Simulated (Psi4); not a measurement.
Interaction calculation, with input and output: GeH3O2 (charge +1) (part 2 of 2)

GeH3O2, charge +1; PBE/def2-SVPD, RKS, dispersion D3(0) (Psi4 1.11). 

Geometry of the input (Å):
```
O  0.0000  0.0000  -0.7882
Ge 0.0000  0.0000  0.7882
O  -2.0932  1.3858  -1.9648
H  -1.2478  1.2363  -2.4444
H  -2.2292  2.3345  -1.7441
H  -2.1751  0.8078  -1.1731
```

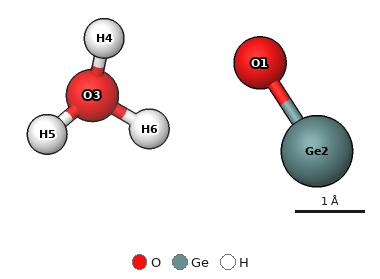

*The structure as given in the input (ball-and-stick view, seen at a tilt; atoms are numbered from 1 in the order of the input). Sticks mark near contacts.*

**What the program printed, continued**
```
    -----------------------------------------------------------------------
                               Psi4 1.11 release

    h
    h
    h

    -----------------------------------------------------------------------

    Memory:     1.5 GiB
    Threads:    1
                ecpint, einsums, f̶o̶r̶t̶e̶, gauxc, gcp, g̶d̶m̶a̶, geometric, g̶p̶u̶_̶d̶f̶c̶c̶,
                i̶n̶t̶e̶g̶r̶a̶t̶o̶r̶x̶x̶, i̶p̶i̶, libefp, m̶d̶i̶, m̶p̶2̶d̶, m̶r̶c̶c̶, ooo,
                o̶p̶e̶n̶f̶e̶r̶m̶i̶o̶n̶p̶s̶i̶4̶, pcmsolver, p̶s̶i̶4̶f̶o̶c̶k̶c̶i̶, p̶s̶i̶x̶a̶s̶,
                p̶y̶e̶i̶n̶s̶u̶m̶s̶, r̶e̶s̶p̶, s̶i̶m̶i̶n̶t̶, s̶n̶s̶m̶p̶2̶,
                v̶2̶r̶d̶m̶_̶c̶a̶s̶s̶c̶f̶

  ==> Geometry <==

    Molecular point group: c1
    Full point group: C1

    Geometry (in Bohr), charge = 1, multiplicity = 1:

       Center              X                  Y                   Z               Mass
    ------------   -----------------  -----------------  -----------------  -----------------
         O            0.000000000000     0.000000000000    -1.489557721131    15.994914619570
         GE           0.000000000000     0.000000000000     1.489557721131    73.921177761000
         O           -3.955499136763     2.618858053704    -3.712914994038    15.994914619570
         H           -2.357981362085     2.336325100687    -4.619246541069     1.007825032230
         H           -4.212615273393     4.411584537143    -3.295852438150     1.007825032230
         H           -4.110324398222     1.526558558667    -2.216837717775     1.007825032230

  Running in c1 symmetry.

  Rotational constants: A =      0.51177  B =      0.07809  C =      0.06824 [cm^-1]
  Rotational constants: A =  15342.41240  B =   2341.09818  C =   2045.80557 [MHz]
  Nuclear repulsion =  167.509621360770154

  Charge       = 1
  Multiplicity = 1
  Electrons    = 50
  Nalpha       = 25
  Nbeta        = 25

  ==> Primary Basis <==

  Basis Set: DEF2-SVPD
    Blend: DEF2-SVPD
    Number of shells: 44
    Number of basis functions: 108
    Number of Cartesian functions: 116
    Spherical Harmonics?: true
    Max angular momentum: 2

   => Molecular Quadrature <=

    Radial Scheme          =       TREUTLER
    Pruning Scheme         =           NONE
    Nuclear Scheme         =       TREUTLER

    Blocking Scheme        =         OCTREE
    BS radius alpha        =              1
    Pruning alpha          =              1
    Radial Points          =             75
    Spherical Points       =            302
    Total Points           =         131279
    Total Blocks           =           1036
    Max Points             =            256
    Max Functions          =            106
    Weights Tolerance      =       1.00E-15

  ==> Integral Setup <==

  DFHelper Memory: AOs need 0.045 GiB; user supplied 0.785 GiB.
  SCF_SUBTYPE=INCORE selected. In-core MEM_DF algorithm will be used.
  Using in-core AOs.

  ==> MemDFJK: Density-Fitted J/K Matrices <==

    J tasked:                   Yes
    K tasked:                    No
    wK tasked:                   No
    Memory [MiB]:               804
    Algorithm:                 Core
    Schwarz Cutoff:           1E-12
    Mask sparsity (%):       2.7435
    Fitting Condition:        1E-10

   => Auxiliary Basis Set <=

  Basis Set: (DEF2-SVPD AUX)
    Blend: DEF2-UNIVERSAL-JKFIT
    Number of shells: 128
    Number of basis functions: 474
    Number of Cartesian functions: 617
    Spherical Harmonics?: true
    Max angular momentum: 5

  Cached 100.0% of DFT collocation blocks in 0.332 [GiB].

  Minimum eigenvalue in the overlap matrix is 6.6959710441E-04.
  Reciprocal condition number of the overlap matrix is 9.4517140247E-05.
    Using symmetric orthogonalization.

  ==> Pre-Iterations <==

  SCF Guess: Superposition of Atomic Densities via on-the-fly atomic UHF (no occupation information).

   -------------------------
    Irrep   Nso     Nmo
   -------------------------
     A        108     108
   -------------------------
    Total     108     108
   -------------------------

  ==> Iterations <==

                           Total Energy        Delta E     RMS |[F,P]|

   @DF-RKS iter SAD: -2224.98641498458392   -2.22499e+03   0.00000e+00
   @DF-RKS iter   1: -2226.75580830516810   -1.76939e+00   2.30017e-02 DIIS/ADIIS
   @DF-RKS iter   2: -2221.73727176246939    5.01854e+00   5.17551e-02 DIIS/ADIIS
   @DF-RKS iter   3: -2227.81721237583588   -6.07994e+00   9.69495e-03 DIIS/ADIIS
   @DF-RKS iter   4: -2226.73879417309536    1.07842e+00   1.55646e-02 DIIS/ADIIS
   @DF-RKS iter   5: -2228.11683311192974   -1.37804e+00   1.59707e-03 DIIS/ADIIS
   @DF-RKS iter   6: -2228.11981785342550   -2.98474e-03   1.40827e-03 DIIS/ADIIS
   @DF-RKS iter   7: -2228.12790275093994   -8.08490e-03   3.52215e-04 DIIS/ADIIS
   @DF-RKS iter   8: -2228.12860575397644   -7.03003e-04   1.16837e-04 DIIS/ADIIS
   @DF-RKS iter   9: -2228.12867482256752   -6.90686e-05   2.04671e-05 DIIS
   @DF-RKS iter  10: -2228.12867689154109   -2.06897e-06   2.77242e-06 DIIS
   @DF-RKS iter  11: -2228.12867694784836   -5.63073e-08   6.61369e-07 DIIS
  Energy and wave function converged.

  ==> Post-Iterations <==

   Electrons on quadrature grid:
      Ntotal   =   49.9999836181 ; deviation = -1.638e-05

    Final Occupation by Irrep:
              A
    DOCC [    25 ]
    NA   [    25 ]
    NB   [    25 ]

  @DF-RKS Final Energy: -2228.12867694784836

   => Energetics <=

    Nuclear Repulsion Energy =            167.5096213607701543
    One-Electron Energy =               -3425.8463397051236825
    Two-Electron Energy =                1126.7192495177423552
    DFT Exchange-Correlation Energy =     -96.5097418152190443
    Empirical Dispersion Energy =          -0.0014663060183614
    VV10 Nonlocal Energy =                  0.0000000000000000
    Total Energy =                      -2228.1286769478483620

Computation Completed

Properties will be evaluated at   0.000000,   0.000000,   0.000000 [a0]

Properties computed using the SCF density matrix

 Multipole Moments:

 ------------------------------------------------------------------------------------
     Multipole            Electronic (a.u.)      Nuclear  (a.u.)        Total (a.u.)
 ------------------------------------------------------------------------------------

 L = 1.  Multiply by 2.5417464519 to convert [e a0] to [Debye]
 Dipole X            :         39.4513084          -42.3249141           -2.8736057
 Dipole Y            :        -26.7624828           29.2253326            2.4628498
 Dipole Z            :          2.6645657           -4.0858713           -1.4213057
 Magnitude           :                                                    4.0426908

 ------------------------------------------------------------------------------------

	total time  =          4 seconds =       0.07 minutes

    Psi4 run time: 0:00:03.73

    -----------------------------------------------------------------------
                               Psi4 1.11 release

    h
    h
    h

    -----------------------------------------------------------------------

    Memory:     1.5 GiB
    Threads:    1
                ecpint, einsums, f̶o̶r̶t̶e̶, gauxc, gcp, g̶d̶m̶a̶, geometric, g̶p̶u̶_̶d̶f̶c̶c̶,
                i̶n̶t̶e̶g̶r̶a̶t̶o̶r̶x̶x̶, i̶p̶i̶, libefp, m̶d̶i̶, m̶p̶2̶d̶, m̶r̶c̶c̶, ooo,
                o̶p̶e̶n̶f̶e̶r̶m̶i̶o̶n̶p̶s̶i̶4̶, pcmsolver, p̶s̶i̶4̶f̶o̶c̶k̶c̶i̶, p̶s̶i̶x̶a̶s̶,
                p̶y̶e̶i̶n̶s̶u̶m̶s̶, r̶e̶s̶p̶, s̶i̶m̶i̶n̶t̶, s̶n̶s̶m̶p̶2̶,
                v̶2̶r̶d̶m̶_̶c̶a̶s̶s̶c̶f̶

  ==> Geometry <==

    Molecular point group: c1
    Full point group: C1

    Geometry (in Bohr), charge = 0, multiplicity = 1:

       Center              X                  Y                   Z               Mass
    ------------   -----------------  -----------------  -----------------  -----------------
         O            0.000000000000     0.000000000000    -1.489557721131    15.994914619570
         GE           0.000000000000     0.000000000000     1.489557721131    73.921177761000
      Gh(O)          -3.955499136763     2.618858053704    -3.712914994038    15.994914619570
      Gh(H)          -2.357981362085     2.336325100687    -4.619246541069     1.007825032230
      Gh(H)          -4.212615273393     4.411584537143    -3.295852438150     1.007825032230
      Gh(H)          -4.110324398222     1.526558558667    -2.216837717775     1.007825032230

  Running in c1 symmetry.

  Rotational constants: A =      0.51177  B =      0.07809  C =      0.06824 [cm^-1]
  Rotational constants: A =  15342.41240  B =   2341.09818  C =   2045.80557 [MHz]
  Nuclear repulsion =   85.931547454784109

  Charge       = 0
  Multiplicity = 1
  Electrons    = 40
  Nalpha       = 20
  Nbeta        = 20

  ==> Iterations <==

                           Total Energy        Delta E     RMS |[F,P]|

   @DF-RKS iter SAD: -2148.23316156697365   -2.14823e+03   0.00000e+00
   @DF-RKS iter   1: -2150.23628008438436   -2.00312e+00   2.24990e-02 DIIS/ADIIS
   @DF-RKS iter   2: -2144.79631755457012    5.43996e+00   5.15489e-02 DIIS/ADIIS
   @DF-RKS iter   3: -2151.19214004110199   -6.39582e+00   1.01874e-02 DIIS/ADIIS
   @DF-RKS iter   4: -2149.66096043785910    1.53118e+00   1.72606e-02 DIIS/ADIIS
   @DF-RKS iter   5: -2151.52605157490916   -1.86509e+00   1.01609e-03 DIIS/ADIIS
   @DF-RKS iter   6: -2151.52436780415474    1.68377e-03   8.85070e-04 DIIS/ADIIS
   @DF-RKS iter   7: -2151.52839729459629   -4.02949e-03   3.85441e-04 DIIS/ADIIS
   @DF-RKS iter   8: -2151.52918416804141   -7.86873e-04   6.71268e-05 DIIS
   @DF-RKS iter   9: -2151.52920760941879   -2.34414e-05   6.04972e-06 DIIS
   @DF-RKS iter  10: -2151.52920775328721   -1.43868e-07   6.94394e-07 DIIS
  Energy and wave function converged.

  ==> Post-Iterations <==

   Electrons on quadrature grid:
      Ntotal   =   39.9999808536 ; deviation = -1.915e-05

    Final Occupation by Irrep:
              A
    DOCC [    20 ]
    NA   [    20 ]
    NB   [    20 ]

  @DF-RKS Final Energy: -2151.52920775328721

   => Energetics <=

    Nuclear Repulsion Energy =             85.9315474547841092
    One-Electron Energy =               -3168.3899766799640929
    Two-Electron Energy =                1018.1091234504471004
    DFT Exchange-Correlation Energy =     -87.1798997780419000
    Empirical Dispersion Energy =          -0.0000022005124897
    VV10 Nonlocal Energy =                  0.0000000000000000
    Total Energy =                      -2151.5292077532872099

Computation Completed

Properties will be evaluated at   0.000000,   0.000000,   0.000000 [a0]

Properties computed using the SCF density matrix

 Multipole Moments:

 ------------------------------------------------------------------------------------
     Multipole            Electronic (a.u.)      Nuclear  (a.u.)        Total (a.u.)
 ------------------------------------------------------------------------------------

 L = 1.  Multiply by 2.5417464519 to convert [e a0] to [Debye]
 Dipole X            :         -0.0013004            0.0000000           -0.0013004
 Dipole Y            :          0.0006683            0.0000000            0.0006683
 Dipole Z            :        -34.5675702           35.7493853            1.1818151
 Magnitude           :                                                    1.1818160

 ------------------------------------------------------------------------------------

	total time  =          3 seconds =       0.05 minutes

    Psi4 run time: 0:00:03.19

    -----------------------------------------------------------------------
                               Psi4 1.11 release

    h
    h
    h

    -----------------------------------------------------------------------

    Memory:     1.5 GiB
    Threads:    1
                ecpint, einsums, f̶o̶r̶t̶e̶, gauxc, gcp, g̶d̶m̶a̶, geometric, g̶p̶u̶_̶d̶f̶c̶c̶,
                i̶n̶t̶e̶g̶r̶a̶t̶o̶r̶x̶x̶, i̶p̶i̶, libefp, m̶d̶i̶, m̶p̶2̶d̶, m̶r̶c̶c̶, ooo,
                o̶p̶e̶n̶f̶e̶r̶m̶i̶o̶n̶p̶s̶i̶4̶, pcmsolver, p̶s̶i̶4̶f̶o̶c̶k̶c̶i̶, p̶s̶i̶x̶a̶s̶,
                p̶y̶e̶i̶n̶s̶u̶m̶s̶, r̶e̶s̶p̶, s̶i̶m̶i̶n̶t̶, s̶n̶s̶m̶p̶2̶,
                v̶2̶r̶d̶m̶_̶c̶a̶s̶s̶c̶f̶

  ==> Geometry <==

    Molecular point group: c1
    Full point group: C1

    Geometry (in Bohr), charge = 1, multiplicity = 1:

       Center              X                  Y                   Z               Mass
    ------------   -----------------  -----------------  -----------------  -----------------
      Gh(O)           0.000000000000     0.000000000000    -1.489557721131    15.994914619570
      Gh(GE)          0.000000000000     0.000000000000     1.489557721131    73.921177761000
         O           -3.955499136763     2.618858053704    -3.712914994038    15.994914619570
         H           -2.357981362085     2.336325100687    -4.619246541069     1.007825032230
         H           -4.212615273393     4.411584537143    -3.295852438150     1.007825032230
         H           -4.110324398222     1.526558558667    -2.216837717775     1.007825032230

  Running in c1 symmetry.

  Rotational constants: A =      0.51177  B =      0.07809  C =      0.06824 [cm^-1]
  Rotational constants: A =  15342.41240  B =   2341.09818  C =   2045.80557 [MHz]
  Nuclear repulsion =   13.886754627839117

  Charge       = 1
  Multiplicity = 1
  Electrons    = 10
  Nalpha       = 5
  Nbeta        = 5

  ==> Iterations <==

                           Total Energy        Delta E     RMS |[F,P]|

   @DF-RKS iter SAD:   -76.72095571680074   -7.67210e+01   0.00000e+00
   @DF-RKS iter   1:   -76.47083368404608    2.50122e-01   4.93665e-03 DIIS/ADIIS
   @DF-RKS iter   2:   -76.26812610294859    2.02708e-01   8.34675e-03 DIIS/ADIIS
   @DF-RKS iter   3:   -76.56669626750033   -2.98570e-01   1.01294e-04 DIIS/ADIIS
   @DF-RKS iter   4:   -76.56675891087285   -6.26434e-05   2.04069e-05 DIIS
   @DF-RKS iter   5:   -76.56676046676260   -1.55589e-06   4.57909e-06 DIIS
   @DF-RKS iter   6:   -76.56676055500324   -8.82406e-08   9.42618e-08 DIIS
  Energy and wave function converged.

  ==> Post-Iterations <==

   Electrons on quadrature grid:
      Ntotal   =   10.0000029060 ; deviation = 2.906e-06

    Orbital Energies [Eh]
    ---------------------

    Doubly Occupied:

       1A    -19.198964     2A     -1.349840     3A     -0.883962
       4A     -0.883787     5A     -0.687754

    Virtual:

       6A     -0.298027     7A     -0.208838     8A     -0.208139
       9A     -0.126294    10A     -0.111215    11A     -0.106328
      12A     -0.072450    13A     -0.046638    14A     -0.040307
      15A     -0.031958    16A     -0.001040    17A      0.016916
      18A      0.032746    19A      0.057742    20A      0.063673
      21A      0.083048    22A      0.096920    23A      0.098713
      24A      0.120163    25A      0.133646    26A      0.138270
      27A      0.145501    28A      0.157522    29A      0.165666
      30A      0.181624    31A      0.193227    32A      0.213444
      33A      0.232328    34A      0.262796    35A      0.281347
      36A      0.288938    37A      0.293345    38A      0.324256
      39A      0.345691    40A      0.390550    41A      0.469424
      42A      0.534888    43A      0.536089    44A      0.564864
      45A      0.571521    46A      0.591361    47A      0.640888
      48A      0.666329    49A      0.674131    50A      0.696974
      51A      0.709586    52A      0.810908    53A      0.827683
      54A      0.858825    55A      0.869009    56A      0.892018
      57A      0.909049    58A      0.991730    59A      1.069410
      60A      1.114592    61A      1.122339    62A      1.170140
      63A      1.233037    64A      1.327953    65A      1.344557
      66A      1.464785    67A      1.504310    68A      1.539207
      69A      1.601846    70A      1.680754    71A      1.740509
      72A      1.889868    73A      1.936366    74A      2.077861
      75A      2.287239    76A      2.716029    77A      2.722884
      78A      3.035874    79A      3.264862    80A      3.286427
      81A      3.290223    82A      3.293687    83A      3.326018
      84A      3.460554    85A      3.470609    86A      4.036583
      87A      4.197109    88A      4.231088    89A      4.263203
      90A      4.309508    91A      4.963543    92A      5.353855
      93A      5.483841    94A      5.881563    95A      8.408323
      96A      8.469883    97A      8.849076    98A     22.659889
      99A     22.668440   100A     22.704644   101A     22.729779
     102A     22.933250   103A     33.089839   104A     34.504707
     105A    108.838000   106A    108.925905   107A    109.408990
     108A    581.289975

    Final Occupation by Irrep:
              A
    DOCC [     5 ]
    NA   [     5 ]
    NB   [     5 ]

  @DF-RKS Final Energy:   -76.56676055500324

   => Energetics <=

    Nuclear Repulsion Energy =             13.8867546278391174
    One-Electron Energy =                -128.2595934490631180
    Two-Electron Energy =                  47.1109991365480312
    DFT Exchange-Correlation Energy =      -9.3049025239555476
    Empirical Dispersion Energy =          -0.0000183463717156
    VV10 Nonlocal Energy =                  0.0000000000000000
    Total Energy =                        -76.5667605550032420

Computation Completed

Properties will be evaluated at   0.000000,   0.000000,   0.000000 [a0]

Properties computed using the SCF density matrix

 Multipole Moments:

 ------------------------------------------------------------------------------------
     Multipole            Electronic (a.u.)      Nuclear  (a.u.)        Total (a.u.)
 ------------------------------------------------------------------------------------

 L = 1.  Multiply by 2.5417464519 to convert [e a0] to [Debye]
 Dipole X            :         38.9009592          -42.3249141           -3.4239549
 Dipole Y            :        -26.4184736           29.2253326            2.8068590
 Dipole Z            :         36.5740463          -39.8352566           -3.2612103
 Magnitude           :                                                    5.4988560

 ------------------------------------------------------------------------------------

	total time  =          2 seconds =       0.03 minutes

    Psi4 run time: 0:00:02.24

  //>>>>>>>>>>>>>>>>>>>>>>>>>>>>>>>>>>>//
  //          ManyBody Results         //
  //<<<<<<<<<<<<<<<<<<<<<<<<<<<<<<<<<<<//

   ==> N-Body: Counterpoise Corrected (CP) energies <==

              MC n-Body  Total Energy            Interaction Energy                          N-body Contribution to Interaction Energy
                         [Eh]                    [Eh]                  [kcal/mol]            [Eh]                  [kcal/mol]
              §A  1    -2228.094891845240        0.000000000000        0.000000000000        0.000000000000        0.000000000000
     FULL/RTN §A  2    -2228.127600484798       -0.032708639558      -20.524981196874       -0.032708639558      -20.524981196874

   MC Legend: §A: "(auto)"

   ==> N-Body: Non-Counterpoise Corrected (NoCP) energies <==

              MC n-Body  Total Energy            Interaction Energy                          N-body Contribution to Interaction Energy
                         [Eh]                    [Eh]                  [kcal/mol]            [Eh]                  [kcal/mol]
              §A  1    -2228.094891845240        0.000000000000        0.000000000000        0.000000000000        0.000000000000
     FULL/RTN §A  2    -2228.128676947848       -0.033785102608      -21.200471959294       -0.033785102608      -21.200471959294

   MC Legend: §A: "(auto)"

    Psi4 run time: 0:00:12.85

[set-up sections that repeat, and orbital energies of the middle runs, are left out above]
```

**Summary**

```csv
quantity,value
outcome,converged
basis functions,108
hardware,"1 thread of Intel Xeon (Granite Rapids), 64 GiB of memory available, shared host"
wall time,14 s
peak memory,0.65 GiB
```
